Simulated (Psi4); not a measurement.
# InF (SMILES [F][In]) at HF/def2-TZVPP (core potential)

Aim: the vertical singlet–triplet gap of InF at HF/def2-TZVPP (core potential), from 2 runs. 

The results are computed with Psi4 1.11.

3 further runs of the same task are left out: 3 set aside as unsound or not needed.

### Step 1. Starting point

InF has 2 atoms, charge 0, and is taken as a singlet. As SMILES, `[F][In]`. The shape is that of a PBE0-D4/def2-TZVP optimisation.

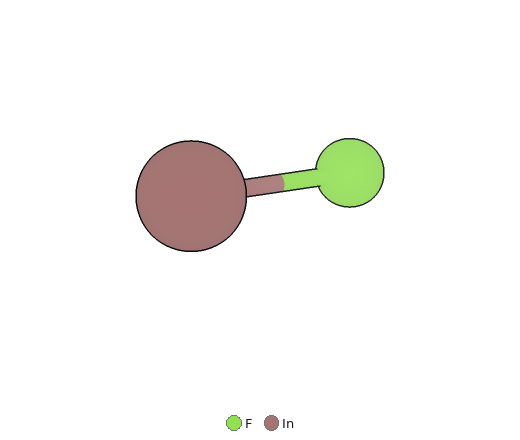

The structure, seen from a chosen angle (fluorine green, indium brown).

### Step 2. A single-point energy at HF/def2-TZVPP (core potential)

Contents of fin.inp:

```
memory 2200 MB

molecule m {
  0 1
  F      0.00000000     0.00000000     0.03006554
  In     0.00000000     0.00000000     3.79755583
  units au
  symmetry c1
}

set globals {
  basis def2-TZVPP
  puream true
  e_convergence 1e-09
  d_convergence 1e-08
  scf_type pk
}

e_tot, wfn = energy('hf', return_wfn=True)
oeprop(wfn, 'QUADRUPOLE', 'LOWDIN_CHARGES', 'WIBERG_LOWDIN_INDICES', title='HF')
print_variables()
```

On the command line:

```console
$ psi4 -i fin.inp -o fin.out -n 1
```

fin.out, shortened:

```text
[...]
    !!!  WARNING: ECP capability is in beta. Please check occupations closely.  !!!
[...]
  Running in c1 symmetry.
[...]
  Nuclear repulsion =   50.166021794843168
[...]
  Multiplicity = 1
[...]
  Nalpha       = 15
  Nbeta        = 15
[...]
    Number of basis functions: 81
[...]
   @RHF iter   1:  -288.64043884697583   -1.41889e+00   6.95480e-03 DIIS/ADIIS
[...]
   @RHF iter  11:  -288.75594630270211   -1.02887e-11   4.41861e-09 DIIS
[...]
    Orbital Energies [Eh]
    ---------------------
    Doubly Occupied:
       1A    -26.178538     2A     -5.383310     3A     -3.639719
       4A     -3.639719     5A     -3.631765     6A     -1.451018
       7A     -1.027353     8A     -1.027353     9A     -1.020068
      10A     -1.020068    11A     -1.017723    12A     -0.577326
      13A     -0.537932    14A     -0.537932    15A     -0.351048
[...]
  @RHF Final Energy:  -288.75594630270211
   => Energetics <=
    Nuclear Repulsion Energy =             50.1660217948431679
    One-Electron Energy =                -575.7621925132145861
    Two-Electron Energy =                 236.8402244156693541
    Total Energy =                       -288.7559463027021138
[...]
 Multipole Moments:
 ------------------------------------------------------------------------------------
     Multipole            Electronic (a.u.)      Nuclear  (a.u.)        Total (a.u.)
 ------------------------------------------------------------------------------------
 L = 1.  Multiply by 2.5417464519 to convert [e a0] to [Debye]
 Dipole X            :         -0.0000000            0.0000000           -0.0000000
 Dipole Y            :          0.0000000            0.0000000            0.0000000
 Dipole Z            :         19.1609712          -17.8711737            1.2897975
 Magnitude           :                                                    1.2897975
 L = 2.  Multiply by 1.3450342976 to convert [e a0^2] to [Debye ang]
 Quadrupole XX       :        -18.7206108            0.0000000          -18.7206108
 Quadrupole XY       :         -0.0000001            0.0000000           -0.0000001
[...]
```

Wall time 7.5 s (1 thread of Intel Xeon at 2.50GHz (Skylake/Cascade Lake), shared host); peak memory 0.27 GiB.

### Step 3. The triplet, same level

Contents of job.json:

```json
{
  "schema_name": "qcschema_input",
  "schema_version": 1,
  "molecule": {
    "schema_name": "qcschema_molecule",
    "schema_version": 2,
    "symbols": ["F", "In"],
    "geometry": [0.0, 0.0, 0.03006554, 0.0, 0.0, 3.79755583],
    "molecular_charge": 0,
    "molecular_multiplicity": 3,
    "fix_symmetry": "c1",
    "fix_com": true,
    "fix_orientation": true
  },
  "driver": "energy",
  "model": {
    "method": "scf",
    "basis": "def2-TZVPP"
  },
  "keywords": {
    "reference": "uhf",
    "puream": true,
    "e_convergence": 1e-09,
    "d_convergence": 1e-08,
    "scf_type": "pk",
    "maxiter": 100,
    "scf_properties": ["QUADRUPOLE", "MAYER_INDICES", "LOWDIN_CHARGES"]
  }
}
```

On the command line:

```console
$ psi4 --qcschema job.json -n 1 --memory 2200MB
```

stdout, shortened:

```text
[...]
  Running in c1 symmetry.
[...]
  Nuclear repulsion =   50.166021794843168
[...]
  Multiplicity = 3
[...]
  Nalpha       = 16
  Nbeta        = 14
[...]
    Number of basis functions: 81
[...]
   @UHF iter   1:  -288.54449972972350   -1.32337e+00   6.59874e-03 DIIS/ADIIS
[...]
   @UHF iter  14:  -288.65345801897718   -6.82121e-12   8.18695e-09 DIIS
[...]
   @S^2 Observed:                2.006295557E+00
[...]
    Orbital Energies [Eh]
    ---------------------
    Alpha Occupied:
       1A    -26.214216     2A     -5.429580     3A     -3.687881
       4A     -3.682303     5A     -3.679506     6A     -1.487245
       7A     -1.074367     8A     -1.072417     9A     -1.071042
      10A     -1.064372    11A     -1.063504    12A     -0.621679
      13A     -0.578272    14A     -0.567383    15A     -0.451969
      16A     -0.240255
    Alpha Virtual:
      17A     -0.009718    18A      0.050470    19A      0.116470
      20A      0.127418    21A      0.162733    22A      0.226583
      23A      0.227422    24A      0.248254    25A      0.269319
[...]
  @UHF Final Energy:  -288.65345801897718
   => Energetics <=
    Nuclear Repulsion Energy =             50.1660217948431679
    One-Electron Energy =                -574.5460900494407497
    Two-Electron Energy =                 235.7266102356204271
    Total Energy =                       -288.6534580189771759
  UHF NO Occupations:
  HONO-2 :   14  A 1.9983588
  HONO-1 :   15  A 1.0000000
[...]
 Multipole Moments:
 ------------------------------------------------------------------------------------
     Multipole            Electronic (a.u.)      Nuclear  (a.u.)        Total (a.u.)
 ------------------------------------------------------------------------------------
 L = 1.  Multiply by 2.5417464519 to convert [e a0] to [Debye]
 Dipole X            :          0.0000000            0.0000000            0.0000000
 Dipole Y            :          0.0000015            0.0000000            0.0000015
 Dipole Z            :        -78.5911155           80.0192623            1.4281468
 Magnitude           :                                                    1.4281468
 L = 2.  Multiply by 1.3450342976 to convert [e a0^2] to [Debye ang]
 Quadrupole XX       :        -18.1723829            0.0000000          -18.1723829
 Quadrupole XY       :         -0.0514069            0.0000000           -0.0514069
[...]
```

The result, in JSON:

```text
{
 "driver": "energy",
 "model": {
  "method": "scf",
  "basis": "def2-TZVPP"
 },
 "success": true,
 "return_result": -288.6534580189772,
 "properties": {
  "calcinfo_nbasis": 81,
  "calcinfo_nmo": 81,
  "calcinfo_nalpha": 16,
  "calcinfo_nbeta": 14,
  "calcinfo_natom": 2,
  "nuclear_repulsion_energy": 50.16602179484317,
  "return_energy": -288.6534580189772,
  "scf_one_electron_energy": -574.5460900494407,
  "scf_two_electron_energy": 235.72661023562043,
  "scf_dipole_moment": [2.6379277404263282e-08, 1.5039926118249873e-06, 1.428146790663888],
  "scf_total_energy": -288.6534580189772,
  "scf_iterations": 14
 }
}
```

Wall time 7.8 s (1 thread of Intel Xeon at 2.50GHz (Skylake/Cascade Lake), shared host); peak memory 0.27 GiB.

### Step 4. What came out

Level: HF/def2-TZVPP (core potential).

```
                                        quantity          value
                           singlet: total energy  -288.75595 Eh
                          singlet: dipole moment         3.28 D
                            singlet: HOMO energy       -9.55 eV
                            singlet: LUMO energy        0.54 eV
                          singlet: HOMO–LUMO gap       10.10 eV
                           triplet: total energy  -288.65346 Eh
                          triplet: dipole moment         3.63 D
     triplet: HOMO energy (highest over α and β)       -6.54 eV
      triplet: LUMO energy (lowest over α and β)       -1.55 eV
                                   triplet: ⟨S²⟩          2.006
vertical energy of the triplet above the singlet       2.789 eV
```

In words: At this shape the triplet lies 2.79 eV (64 kcal/mol) above the singlet.
